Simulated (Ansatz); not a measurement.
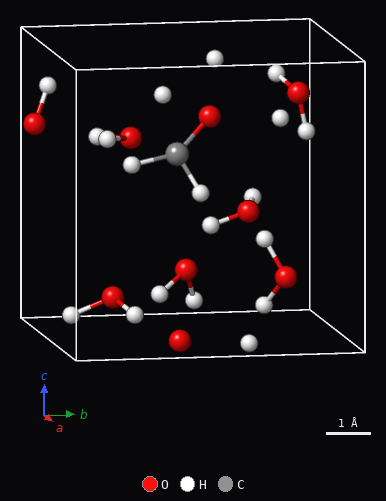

Starting frame of a dynamics run of a periodic cell with 8 H2O + 1 H2CO at 0.961 g/cm³. It starts from the last geometry of an earlier run, with fresh velocities. The picture is a ball-and-stick view of the simulation cell, seen slightly off an axis.

Theory: DFT PBE-D3(BJ), scalar-relativistic, plane waves, PAW (Ansatz 0.2.0).

Input file:
```yaml
accuracy: low
crystal:
  lattice:
    - [6.701759, 0.0, 0.0]
    - [0.0, 6.701759, 0.0]
    - [0.0, 0.0, 6.701759]
  atoms:
    - { symbol: O, position: [0.09462422, -0.10081988, 1.12878078] }
    - { symbol: H, position: [0.01005805, -0.1605569, 1.02228693] }
    - { symbol: H, position: [0.06049626, -0.16787519, 1.25679293] }
    - { symbol: O, position: [0.48629574, 0.86712813, 0.82144727] }
    - { symbol: H, position: [0.47595657, 0.8970902, 0.68704549] }
    - { symbol: H, position: [0.35933421, 0.81547703, 0.87072056] }
    - { symbol: O, position: [0.07785204, 0.55698699, 0.16096806] }
    - { symbol: H, position: [0.16047258, 0.44943126, 0.09261736] }
    - { symbol: H, position: [-0.00061388, 0.59933534, 0.04353388] }
    - { symbol: O, position: [0.67742441, 0.42126974, 0.00925022] }
    - { symbol: H, position: [0.63336666, 0.37019813, -0.15016684] }
    - { symbol: H, position: [0.64175986, 0.54880786, -0.02988682] }
    - { symbol: O, position: [0.78751791, 0.63680085, 0.46428059] }
    - { symbol: H, position: [0.6388229, 0.68026077, 0.49138225] }
    - { symbol: H, position: [0.79576884, 0.50550347, 0.42171047] }
    - { symbol: O, position: [1.09258494, 0.02930341, 0.6796566] }
    - { symbol: H, position: [1.04341217, 0.08494226, 0.80310714] }
    - { symbol: H, position: [1.06842904, -0.11495324, 0.67210474] }
    - { symbol: O, position: [0.5148713, 0.28200454, 0.68676902] }
    - { symbol: H, position: [0.39751093, 0.18855667, 0.6765657] }
    - { symbol: H, position: [0.61446783, 0.18184359, 0.69999964] }
    - { symbol: O, position: [0.36324677, 0.24874482, 0.11741048] }
    - { symbol: H, position: [0.49418711, 0.29994753, 0.07479503] }
    - { symbol: H, position: [0.32106841, 0.11258794, 0.05378951] }
    - { symbol: O, position: [0.13902323, 0.62650135, 0.6951084] }
    - { symbol: C, position: [0.19959206, 0.50254442, 0.5785447] }
    - { symbol: H, position: [0.25194627, 0.57399373, 0.44967338] }
    - { symbol: H, position: [0.21459738, 0.34273135, 0.5479032] }
basis:
  ecutwfc: 420.0
kpoints:
  mp_grid: { grid: [1, 1, 1] }
hamiltonian:
  xc: pbe
  dispersion: d3bj
scf:
  occupations: { method: fermi_dirac, width: 0.05 }
  lower_state_search: "off"
  max_iter: 81
md:
  timestep: 0.5
  n_steps: 200
  ensemble: nvt_langevin
  temperature: 1500.0
  initial_velocities: maxwell_boltzmann
  seed: 527211
  friction: 1.0
```

Launched with:
```bash
ansatz run input.yaml --threads 1 --pin off --max-ram 3072MiB --backend cpu --events-out ev --progress --plain --runs-dir out
```

### What does the trajectory do?

The mean temperature in the second half is 1489 K (standard deviation 218 K). The potential energy in the second half lies on average 15.6 meV per atom below the first frame. In the second half of the run the atoms are, in the root-mean-square, this far from where they began (common drift taken out): H 0.48 Å, O 0.16 Å, C 0.11 Å. The heavy atoms stay within a fraction of a molecule's size of their starting places; so short a run doesn't tell a liquid from a solid. The friction is so strong that the slow modes are overdamped, and the motion no longer resembles free dynamics.

Along the run (each row but the first and the last is the mean over the interval that it begins):

```tsv
time (fs)	potential energy (meV/atom)	T (K)
0.0	0.0	1446
12.5	5.2	1494
25.0	-15.9	1398
37.5	-5.6	1529
50.0	-7.1	1560
62.5	-15.1	1489
75.0	-28.4	1501
87.5	-10.6	1413
100.0	-44.8	1380
```

The paths of the atoms:

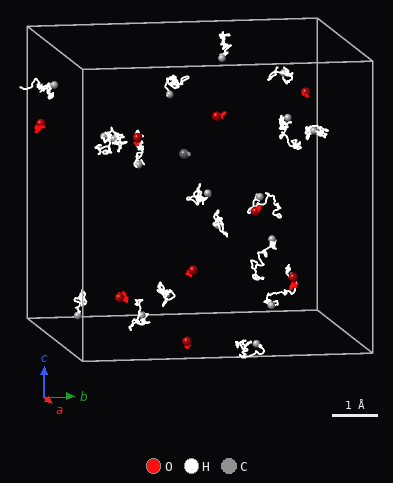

Limits of the set-up: the program's low-accuracy preset was used; the periodic images lie only 6.7 Å apart, so the values are limited by the cell's size.
